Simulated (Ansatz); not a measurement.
# USVWN5/6-311G(d,p) run of NH (imidogen)

Aim: the vertical ionisation energy of NH (imidogen) at USVWN5/6-311G**, from 2 runs. 

Program for the calculation: Ansatz 0.2.0.

56 further runs of the same task are left out: 56 set aside as unsound or not needed.

### Step 1. The molecule

NH has 2 atoms, charge 0, and is taken as a triplet. As SMILES, `[NH]`. The bond length is the measured one.

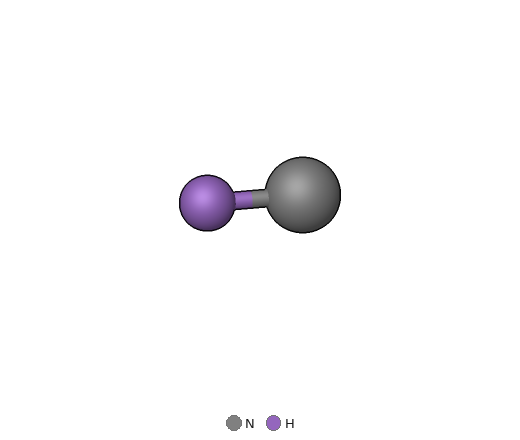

Viewed from a chosen angle; nitrogen grey, hydrogen purple.

### Step 2. A single-point energy at USVWN5/6-311G(d,p)

molecule.yaml

```yaml
crystal:
  periodic: [false, false, false]
  atoms:
    - symbol: "N"
      position_ang: [0.000000, 0.000000, 0.000000]
    - symbol: H
      position_ang: [0.000000, 0.000000, 1.036210]
basis:
  gaussian:
    orbitals: 6-311G_st__st_.json
magnetization:
  spin_polarized: true
  initial_magnetization: 2
hamiltonian:
  xc: {name: SVWN5}
accuracy: high
```

The basis set 6-311G** is read from a file made from the Basis Set Exchange's data (not shown).

Started as:

```bash
$ ansatz run molecule.yaml --threads 1 --pin off --max-ram 2610MiB --events-out events.jsonl --progress --plain --runs-dir runs
```

Output:

```text
Warning: RAYON_NUM_THREADS=1 ignored (pool sized by the plan → 1); use --threads N
Functional definition: SVWN5
  name "SVWN5"
  exchange = slater_x
  correlation = vwn5_c
357 factors; integrals over basis functions are off by at most 3.4e-9 eV
mean field evaluation 1: about -1488.7500 eV, gradient 1.6e1 eV
mean field evaluation 2: about -1488.1236 eV, gradient 2.0e1 eV
mean field evaluation 4: about -1489.9086 eV, gradient 1.8e-1 eV
mean field evaluation 8: about -1489.9067 eV, gradient 4.7e-4 eV
mean field evaluation 16: about -1489.9067 eV, gradient 1.6e-8 eV
mean field -1489.90671667 eV, -54.7530619427 hartree, gradient 1.6e-8 eV, S^2 2.004475; 0 other end points of the search recorded, 0 dependent functions left out
reference -1489.90671826 eV, -54.7530620009 hartree; 5, 3 occupied and 19, 21 virtual orbitals, 357 factors
Total energy: -1489.90671826 eV, -54.7530620009 hartree
```

Run time: 0.34 s. Hardware: 1 thread of Arm Neoverse V1, shared host.

### Step 3. The doublet cation

molecule.yaml: that of step 2 with these lines changed.

```diff
@@ -10,5 +10,6 @@
     orbitals: 6-311G_st__st_.json
+total_charge: 1
 magnetization:
   spin_polarized: true
-  initial_magnetization: 2
+  initial_magnetization: 1
 hamiltonian:
```

The basis set 6-311G** is read from a file made from the Basis Set Exchange's data (not shown).

Started as:

```bash
$ ansatz run molecule.yaml --threads 1 --pin off --max-ram 2610MiB --events-out events.jsonl --progress --plain --runs-dir runs
```

Output:

```text
Warning: RAYON_NUM_THREADS=1 ignored (pool sized by the plan → 1); use --threads N
[... 4 set-up lines as earlier in the session ...]
357 factors; integrals over basis functions are off by at most 3.4e-9 eV
mean field evaluation 1: about -1473.7997 eV, gradient 2.3e1 eV
mean field evaluation 2: about -1474.0339 eV, gradient 2.2e1 eV
mean field evaluation 4: about -1476.0324 eV, gradient 5.9e-1 eV
mean field evaluation 8: about -1476.0320 eV, gradient 5.8e-4 eV
mean field evaluation 16: about -1476.0320 eV, gradient 4.3e-7 eV
mean field evaluation 32: about -1476.0341 eV, gradient 2.3e-3 eV
mean field -1476.04718850 eV, -54.2437336765 hartree, gradient 2.0e-8 eV, S^2 0.915649; 6 other end points of the search recorded, 0 dependent functions left out
reference -1476.04718992 eV, -54.2437337288 hartree; 4, 3 occupied and 20, 21 virtual orbitals, 357 factors
Total energy: -1476.04718992 eV, -54.2437337288 hartree
```

It took 0.78 s on 1 thread of Arm Neoverse V1, shared host.

### Step 4. What came out

At USVWN5/6-311G**:

| quantity | value |
| --- | --- |
| triplet NH: total energy | -54.75306 Eh |
| triplet NH: ⟨S²⟩ | 2.004 |
| doublet cation: total energy | -54.24373 Eh |
| doublet cation: ⟨S²⟩ | 0.916 |
| vertical ionisation energy (to the doublet cation) | 13.860 eV |

The vertical ionisation energy comes to 13.86 eV (1337 kJ/mol). ⟨S²⟩ (doublet cation) is 0.92 where a pure doublet has 0.75: the reference is spin-contaminated.
